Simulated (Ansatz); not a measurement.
**PHS (singlet): trial inputs and their diagnosis at distance P1–S2 = 3.626 Å**

5 inputs are run for PHS (singlet) as typed; the log has to tell whether the result can be used and what must change.

Program: Ansatz 0.2.0, Gaussian basis. Level of theory: the settings change from run to run. These are calculated values, not measurements.

30 further runs of the same task are left out: 2 for a mislabelled method, 2 for a known fault of the program, 22 that didn't finish, 4 set aside as unsound or not needed.

**1. The system**

The geometry derives from a PBE0/def2-TZVP stationary point (not a proven minimum). One bond is set to the value named and the two fragments are kept rigid.

3 atoms, charge 0, spin multiplicity 1.

Atoms are counted from 1 here; the program's logs count them from 0.

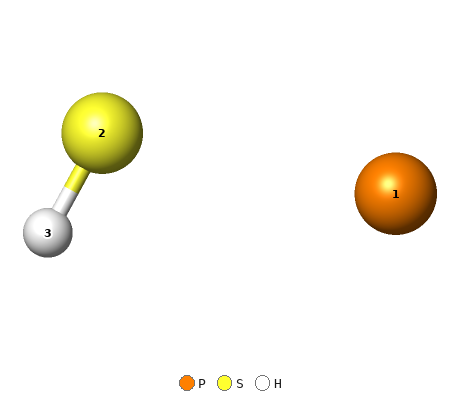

The geometry (phosphorus orange, sulfur yellow, hydrogen white); atoms are numbered from 1 in the order of the file.

**2. Try 1**

File in.yaml:

```yaml
crystal:
  periodic: [false, false, false]
  atoms:
    - {symbol: P, position_ang: [0.000000, -0.290990, 2.571255]}
    - {symbol: S, position_ang: [0.000000, -0.498549, -1.048800]}
    - {symbol: H, position_ang: [0.000000, 0.789539, -1.522455]}
basis:
  gaussian: {orbitals: 6-31G}
correlation: {active_space: {window: {electrons: 4, orbitals: 2}, fixed_orbitals: true, states: [{multiplicity: 1, weights: [0.5, 1]}], root: 1}}
```

Launch:

```
$ ansatz run in.yaml --threads 1 --pin off --events-out ev --progress --plain --max-ram 2393MiB
```

Output:

```text
Functional definition: HF
  name "HF"
  cite "Fock, Z. Phys. 61, 126 (1930) doi:10.1007/BF01340294"
  parent pbe
  exchange = exact_x
  correlation = 0
539 factors; integrals over basis functions are off by at most 7.4e-8 eV
mean field evaluation 1: about -20094.2261 eV, gradient 2.2e1 eV
mean field evaluation 2: about -20094.2265 eV, gradient 2.2e1 eV
mean field evaluation 4: about -20096.7677 eV, gradient 5.0e0 eV
mean field evaluation 8: about -20097.2015 eV, gradient 2.7e-1 eV
mean field evaluation 16: about -20095.1642 eV, gradient 8.3e0 eV
mean field evaluation 32: about -20092.6572 eV, gradient 1.2e1 eV
mean field evaluation 64: about -20097.1840 eV, gradient 7.7e-2 eV
mean field evaluation 96: about -20097.1570 eV, gradient 2.0e-6 eV
mean field -20097.20018561 eV, -738.5584844496 hartree, gradient 8.7e-6 eV, S^2 0.000000; 8 other end points of the search recorded, 0 dependent functions left out
reference -20097.20018561 eV, -738.5584844496 hartree; 16, 16 occupied and 12, 12 virtual orbitals, 539 factors
Error: 2 states are sought, and the space of determinants holds 1 states of this symmetry and spin
```

Wall time 0.39 s (1 thread of Intel Xeon 6975P-C, shared host).

**Diagnosis.** The run stopped with an error. It says: «2 states are sought, and the space of determinants holds 1 states of this symmetry and spin». Cure: ask for fewer states or enlarge the space.

**3. Try 2**

File in.yaml:

```yaml
crystal:
  periodic: [false, false, false]
  atoms:
    - {symbol: P, position_ang: [0.000000, -0.290990, 2.571255]}
    - {symbol: S, position_ang: [0.000000, -0.498549, -1.048800]}
    - {symbol: H, position_ang: [0.000000, 0.789539, -1.522455]}
basis:
  gaussian: {orbitals: STO-3G}
correlation: {active_space: {window: {electrons: 8, orbitals: 4}, fixed_orbitals: true, states: [{multiplicity: 1, weights: [1, 0.5, 1]}], root: 0}}
scf: {lower_state_search: off}
```

Same command.

Output:

```text
Functional definition: HF
  name "HF"
  cite "Fock, Z. Phys. 61, 126 (1930) doi:10.1007/BF01340294"
  parent pbe
  exchange = exact_x
  correlation = 0
these checks for a lower state are left out or cut short: stability, starts, cluster_reference, orbital_swaps, neighbouring_geometries, increment
288 factors; integrals over basis functions are off by at most 3.7e-8 eV
mean field evaluation 1: about -19868.8068 eV, gradient 1.7e1 eV
mean field evaluation 2: about -19868.8117 eV, gradient 1.7e1 eV
mean field evaluation 4: about -19870.1434 eV, gradient 9.7e0 eV
mean field evaluation 8: about -19871.8997 eV, gradient 8.4e0 eV
mean field evaluation 16: about -19872.9062 eV, gradient 2.5e-3 eV
mean field -19872.90434658 eV, -730.3157643983 hartree, gradient 7.2e-7 eV, S^2 0.000000; 0 other end points of the search recorded, 0 dependent functions left out
reference -19872.90434658 eV, -730.3157643983 hartree; 16, 16 occupied and 3, 3 virtual orbitals, 288 factors
Error: 3 states are sought, and the space of determinants holds 1 states of this symmetry and spin
```

Run time: 0.06 s. Hardware: 1 thread of Intel Xeon 6975P-C, shared host.

Diagnosis: The run stopped with an error. It says: «3 states are sought, and the space of determinants holds 1 states of this symmetry and spin». Cure: ask for fewer states or enlarge the space.

**4. Try 3**

File in.yaml:

```yaml
crystal:
  periodic: [false, false, false]
  atoms:
    - {symbol: P, position_ang: [0.000000, -0.290990, 2.571255]}
    - {symbol: S, position_ang: [0.000000, -0.498549, -1.048800]}
    - {symbol: H, position_ang: [0.000000, 0.789539, -1.522455]}
basis:
  gaussian: {orbitals: cc-pVDZ}
hamiltonian: {xc: pbe0}
correlation: {active_space: {window: {electrons: 2, orbitals: 2}}}
```

Launched as before.

Output:

```text
Error: invalid value for `correlation.active_space`: it starts from restricted Hartree–Fock orbitals; set hamiltonian.xc: hf without magnetization.spin_polarized
```

It took 0.03 s on 1 thread of Intel Xeon 6975P-C, shared host.

What is wrong: The run was refused. An active space is asked on a functional's orbitals. Fix: start from Hartree-Fock.

**5. Try 4**

File in.yaml:

```yaml
crystal:
  periodic: [false, false, false]
  atoms:
    - {symbol: P, position_ang: [0.000000, -0.290990, 2.571255]}
    - {symbol: S, position_ang: [0.000000, -0.498549, -1.048800]}
    - {symbol: H, position_ang: [0.000000, 0.789539, -1.522455]}
basis:
  gaussian: {orbitals: def2-SVP}
correlation: {method: sc_nevpt2, electrons: all, active_space: {window: {electrons: 2, orbitals: 2}, states: [{multiplicity: 1, irrep: T2g, weights: [1]}]}}
```

Launched as before.

Output:

```text
Functional definition: HF
  name "HF"
  cite "Fock, Z. Phys. 61, 126 (1930) doi:10.1007/BF01340294"
  parent pbe
  exchange = exact_x
  correlation = 0
the irreps are read with x along [0.000, 1.000, 0.000], y along [0.000, 0.000, 1.000] and z along [1.000, 0.000, 0.000] of the geometry given
602 factors; integrals over basis functions are off by at most 1.9e-7 eV
mean field evaluation 1: about -20089.1196 eV, gradient 2.2e1 eV
mean field evaluation 2: about -20089.1209 eV, gradient 2.2e1 eV
mean field evaluation 4: about -20091.5984 eV, gradient 7.4e0 eV
mean field evaluation 8: about -20092.3341 eV, gradient 6.7e-1 eV
mean field evaluation 16: about -20074.9208 eV, gradient 1.6e1 eV
mean field evaluation 32: about -20092.3355 eV, gradient 2.9e-2 eV
mean field evaluation 64: about -20092.3351 eV, gradient 1.3e-2 eV
mean field evaluation 96: about -20086.0825 eV, gradient 2.0e0 eV
mean field evaluation 128: about -20092.2975 eV, gradient 2.5e-2 eV
mean field -20092.33552724 eV, -738.3797115517 hartree, gradient 1.7e-6 eV, S^2 0.000000; 11 other end points of the search recorded, 0 dependent functions left out; unrestricted orbitals would lower it
reference -20092.33552724 eV, -738.3797115517 hartree; 16, 16 occupied and 25, 25 virtual orbitals, 602 factors
Error: the irrep T2g is not accepted for these orbitals, which take A', A'', or 1 to 2
```

It took 0.63 s on 1 thread of Intel Xeon 6975P-C, shared host.

What is wrong: The run stopped with an error. The symmetry label isn't in the molecule's group. Cure: name an irrep that the log lists.

**6. Try 5**

File in.yaml:

```yaml
crystal:
  periodic: [false, false, false]
  atoms:
    - {symbol: P, position_ang: [0.050000, -0.498549, -0.998800]}
    - {symbol: S, position_ang: [0.000000, -0.498549, -1.048800]}
    - {symbol: H, position_ang: [0.000000, 0.789539, -1.522455]}
basis:
  gaussian: {orbitals: cc-pVDZ}
magnetization: {spin_polarized: true, initial_magnetization: 0}
correlation: {method: ccsdt, electrons: valence, diis_vectors: 12}
output: {forces: true}
```

Same command.

Output:

```text
Functional definition: HF
  name "HF"
  cite "Fock, Z. Phys. 61, 126 (1930) doi:10.1007/BF01340294"
  parent pbe
  exchange = exact_x
  correlation = 0
682 factors; integrals over basis functions are off by at most 1.6e-7 eV
mean field evaluation 1: about 11828.0254 eV, gradient 1.5e2 eV
mean field evaluation 2: about 11827.7128 eV, gradient 1.5e2 eV
mean field evaluation 4: about 11805.5618 eV, gradient 3.2e0 eV
mean field evaluation 8: about 11805.3022 eV, gradient 5.9e-1 eV
mean field evaluation 16: about 11803.9301 eV, gradient 5.7e0 eV
mean field evaluation 32: about 11805.2793 eV, gradient 6.0e-1 eV
mean field evaluation 64: about 11805.6683 eV, gradient 1.9e0 eV
mean field evaluation 96: about 11803.2354 eV, gradient 7.0e-2 eV
mean field evaluation 128: about 11803.2408 eV, gradient 4.3e-2 eV
mean field evaluation 160: about 11803.2408 eV, gradient 2.3e-6 eV
mean field evaluation 192: about 11803.3675 eV, gradient 2.1e0 eV
mean field evaluation 224: about 11803.2578 eV, gradient 7.5e-1 eV
mean field evaluation 256: about 11804.3663 eV, gradient 3.9e0 eV
mean field evaluation 288: about 11803.3320 eV, gradient 1.7e0 eV
mean field evaluation 320: about 11803.2361 eV, gradient 1.1e-1 eV
mean field evaluation 352: about 11803.2758 eV, gradient 7.3e-1 eV
mean field evaluation 384: about 11803.2353 eV, gradient 3.4e-4 eV
mean field evaluation 416: about 11803.3548 eV, gradient 4.2e-1 eV
mean field evaluation 448: about 11803.8155 eV, gradient 1.8e0 eV
mean field evaluation 480: about 11803.2353 eV, gradient 1.7e-4 eV
mean field evaluation 512: about 11807.1981 eV, gradient 5.5e0 eV
mean field evaluation 544: about 11803.2027 eV, gradient 3.8e-2 eV
mean field evaluation 576: about 11805.6820 eV, gradient 5.7e0 eV
mean field evaluation 608: about 11803.7688 eV, gradient 1.6e0 eV
mean field evaluation 640: about 11803.3113 eV, gradient 3.5e-1 eV
mean field evaluation 672: about 11805.5441 eV, gradient 6.4e0 eV
mean field evaluation 704: about 11803.3571 eV, gradient 7.7e-1 eV
mean field evaluation 736: about 11805.0608 eV, gradient 8.4e0 eV
mean field evaluation 768: about 11805.9553 eV, gradient 7.8e0 eV
mean field evaluation 800: about 11803.3747 eV, gradient 6.8e-1 eV
mean field evaluation 832: about 11805.8296 eV, gradient 7.8e0 eV
mean field evaluation 864: about 11806.6601 eV, gradient 9.1e0 eV
mean field evaluation 896: about 11804.1918 eV, gradient 2.3e-3 eV
mean field evaluation 928: about 11806.1050 eV, gradient 7.9e0 eV
mean field evaluation 960: about 11806.1399 eV, gradient 7.3e0 eV
mean field evaluation 992: about 11805.5469 eV, gradient 4.4e0 eV
mean field evaluation 1024: about 11803.7247 eV, gradient 3.0e-1 eV
mean field evaluation 1056: about 11806.0332 eV, gradient 1.3e0 eV
mean field evaluation 1088: about 11803.6712 eV, gradient 1.2e-1 eV
mean field evaluation 1120: about 11803.6636 eV, gradient 1.3e0 eV
mean field evaluation 1152: about 11803.5665 eV, gradient 1.0e0 eV
mean field evaluation 1184: about 11804.9234 eV, gradient 1.2e0 eV
mean field evaluation 1216: about 11828.1566 eV, gradient 1.5e2 eV
mean field evaluation 1248: about 11806.3270 eV, gradient 8.3e-1 eV
mean field evaluation 1280: about 11807.4961 eV, gradient 9.1e0 eV
mean field evaluation 1312: about 11806.4725 eV, gradient 3.3e-1 eV
mean field evaluation 1344: about 11807.0893 eV, gradient 1.3e0 eV
mean field evaluation 1376: about 11808.0976 eV, gradient 3.3e-2 eV
mean field evaluation 1408: about 11803.2408 eV, gradient 1.8e-6 eV
a density is far from that of the atoms, so the factors are made again for it
776 factors; integrals over basis functions are off by at most 2.2e-8 eV
mean field evaluation 1440: about 11805.3806 eV, gradient 8.7e-1 eV
mean field evaluation 1472: about 11805.5802 eV, gradient 2.3e0 eV
mean field evaluation 1504: about 11805.6573 eV, gradient 1.8e0 eV
mean field evaluation 1536: about 11804.9345 eV, gradient 1.4e0 eV
mean field evaluation 1568: about 11803.2408 eV, gradient 3.0e-3 eV
mean field evaluation 1600: about 11803.2449 eV, gradient 1.1e0 eV
mean field evaluation 1632: about 11803.8311 eV, gradient 2.8e0 eV
mean field evaluation 1664: about 11827.7595 eV, gradient 1.5e2 eV
mean field evaluation 1696: about 11803.5991 eV, gradient 1.7e0 eV
mean field evaluation 1728: about 11803.2381 eV, gradient 9.7e-2 eV
mean field evaluation 1760: about 11804.0070 eV, gradient 1.6e0 eV
mean field evaluation 1792: about 11803.3082 eV, gradient 1.8e-1 eV
mean field evaluation 1824: about 11803.5030 eV, gradient 6.0e-1 eV
mean field evaluation 1856: about 11803.7434 eV, gradient 1.9e0 eV
mean field evaluation 1888: about 11803.2353 eV, gradient 1.2e-3 eV
mean field evaluation 1920: about 11803.2025 eV, gradient 7.0e-3 eV
mean field evaluation 1952: about 11805.6558 eV, gradient 5.7e0 eV
mean field evaluation 1984: about 11803.5922 eV, gradient 4.7e-1 eV
mean field evaluation 2016: about 11803.2639 eV, gradient 1.8e-1 eV
mean field evaluation 2048: about 11803.6707 eV, gradient 1.5e0 eV
mean field evaluation 2080: about 11803.2660 eV, gradient 2.4e-1 eV
mean field evaluation 2112: about 11803.2024 eV, gradient 2.0e-2 eV
mean field evaluation 2144: about 11803.3713 eV, gradient 2.7e-4 eV
mean field evaluation 2176: about 11803.3713 eV, gradient 1.3e-4 eV
mean field evaluation 2208: about 11805.6264 eV, gradient 7.0e0 eV
mean field evaluation 2240: about 11803.2024 eV, gradient 7.9e-4 eV
mean field evaluation 2272: about 11804.6407 eV, gradient 3.7e0 eV
mean field evaluation 2304: about 11807.2440 eV, gradient 1.1e1 eV
mean field evaluation 2336: about 11805.7113 eV, gradient 7.0e0 eV
mean field evaluation 2368: about 11806.1421 eV, gradient 6.5e0 eV
mean field evaluation 2400: about 11803.7961 eV, gradient 6.2e-1 eV
mean field evaluation 2432: about 11807.8814 eV, gradient 1.0e1 eV
mean field evaluation 2464: about 11803.7534 eV, gradient 2.2e0 eV
mean field 11803.20235591 eV, 433.7596860818 hartree, gradient 2.3e-6 eV, S^2 1.578894; 24 other end points of the search recorded, 0 dependent functions left out
determinant 11803.20235591 eV, 433.7596860818 hartree, with singles and doubles 11799.95589417 eV, 433.6403808135 hartree
determinant 11803.23527153 eV, 433.7608957086 hartree, with singles and doubles 11799.79305322 eV, 433.6343965189 hartree
determinant 11803.24075106 eV, 433.7610970775 hartree, with singles and doubles 11799.78306836 eV, 433.6340295820 hartree
determinant 11803.25894930 eV, 433.7617658504 hartree, with singles and doubles 11799.80169038 eV, 433.6347139288 hartree
determinant 11803.37125760 eV, 433.7658931044 hartree, with singles and doubles 11800.09291216 eV, 433.6454161316 hartree
determinant 11803.45644347 eV, 433.7690236275 hartree, with singles and doubles 11799.89343417 eV, 433.6380854508 hartree
determinant 11803.47599484 eV, 433.7697421269 hartree, with singles and doubles 11799.84104096 eV, 433.6361600359 hartree
determinant 11803.64458307 eV, 433.7759376302 hartree, with singles and doubles 11800.04925931 eV, 433.6438119189 hartree
determinant 11804.19177895 eV, 433.7960467080 hartree, with singles and doubles 11800.55502704 eV, 433.6623985403 hartree
determinant 11806.00073799 eV, 433.8625247264 hartree, with singles and doubles 11802.83970829 eV, 433.7463590276 hartree
determinant 11803.20235591 eV, 433.7596860818 hartree, with singles and doubles 11799.92297703 eV, 433.6391711307 hartree
determinant 11803.23527153 eV, 433.7608957086 hartree, with singles and doubles 11799.78396707 eV, 433.6340626090 hartree
determinant 11803.24075106 eV, 433.7610970775 hartree, with singles and doubles 11799.77537364 eV, 433.6337468064 hartree
determinant 11803.25894930 eV, 433.7617658504 hartree, with singles and doubles 11799.79618095 eV, 433.6345114609 hartree
determinant 11803.37125760 eV, 433.7658931044 hartree, with singles and doubles 11800.06589110 eV, 433.6444231260 hartree
determinant 11803.45644347 eV, 433.7690236275 hartree, with singles and doubles 11799.87108476 eV, 433.6372641251 hartree
determinant 11803.47599484 eV, 433.7697421269 hartree, with singles and doubles 11799.82387340 eV, 433.6355291396 hartree
determinant 11803.64458307 eV, 433.7759376302 hartree, with singles and doubles 11800.03132112 eV, 433.6431527027 hartree
mean field evaluation 2496: about 11803.2408 eV, gradient 1.5e-5 eV
10 core orbitals not correlated, not the lowest: weight in the atoms' cores, before any rotation towards them, 0.666 or more for the frozen orbitals, at most 0.095 for the correlated occupied ones
reference 11803.24075106 eV, 433.7610970775 hartree; 6, 6 occupied and 25, 25 virtual orbitals, 776 factors
second order -2.82417970 eV of doubles, -0.00000000 eV of singles
cycle   1  -3.19824930 eV  change   -3.7e-1 eV  update   6.0e-2
cycle   2  -3.46065004 eV  change   -2.6e-1 eV  update   3.5e-2
cycle   3  -3.48768450 eV  change   -2.7e-2 eV  update   2.1e-2
cycle   4  -3.52177827 eV  change   -3.4e-2 eV  update   1.6e-2
cycle   5  -3.56229377 eV  change   -4.1e-2 eV  update   1.2e-2
cycle   6  -3.58522439 eV  change   -2.3e-2 eV  update   7.7e-3
cycle   7  -3.59729205 eV  change   -1.2e-2 eV  update   4.4e-3
cycle   8  -3.60037131 eV  change   -3.1e-3 eV  update   2.7e-3
cycle   9  -3.60191190 eV  change   -1.5e-3 eV  update   1.8e-3
cycle  10  -3.60347503 eV  change   -1.6e-3 eV  update   1.2e-3
cycle  11  -3.60339055 eV  change    8.4e-5 eV  update   7.9e-4
cycle  12  -3.60358926 eV  change   -2.0e-4 eV  update   5.6e-4
cycle  13  -3.60388908 eV  change   -3.0e-4 eV  update   4.2e-4
cycle  14  -3.60374141 eV  change    1.5e-4 eV  update   3.1e-4
cycle  15  -3.60382858 eV  change   -8.7e-5 eV  update   2.3e-4
cycle  16  -3.60378708 eV  change    4.1e-5 eV  update   1.8e-4
cycle  17  -3.60394034 eV  change   -1.5e-4 eV  update   1.1e-4
cycle  18  -3.60386260 eV  change    7.8e-5 eV  update   6.6e-5
cycle  19  -3.60384425 eV  change    1.8e-5 eV  update   3.0e-5
cycle  20  -3.60384140 eV  change    2.8e-6 eV  update   1.5e-5
cycle  21  -3.60384565 eV  change   -4.2e-6 eV  update   7.4e-6
cycle  22  -3.60384706 eV  change   -1.4e-6 eV  update   3.5e-6
cycle  23  -3.60384726 eV  change   -2.0e-7 eV  update   1.9e-6
cycle  24  -3.60384771 eV  change   -4.5e-7 eV  update   9.1e-7
WARN: the results are in doubt because among natural orbitals the method converges to other amplitudes
the calculation of the forces begins
Error: SIGTERM received: run cancelled behind 2499 evaluations of the mean field
```

It took 92 s on 1 thread of Intel Xeon 6975P-C, shared host.

**Diagnosis.** The run was cut at its time limit. One atom lies on top of another. The shortest distance is 0.07 Å, against 1.37 Å in the geometry of step 1. To mend it, restore its position.

**7. How the runs ended**

```csv
try,level,ended,cause,time
1,"CASCI(4,2)/6-31G",stopped by an error,"2 states are sought, and the space of determinants holds 1 states of this symmetry and spin",0.39 s
2,"CASCI(8,4)/STO-3G",stopped by an error,"3 states are sought, and the space of determinants holds 1 states of this symmetry and spin",0.06 s
3,"CASSCF(2,2)/cc-pVDZ",refused,an active space is asked on a functional's orbitals,0.03 s
4,"NEVPT2(2,2)/def2-SVP",stopped by an error,the symmetry label isn't in the molecule's group,0.63 s
5,CCSDT on UHF/cc-pVDZ,cut at its time limit,one atom lies on top of another,92 s
```

3 stopped by an error, 1 refused, 1 cut at its time limit.
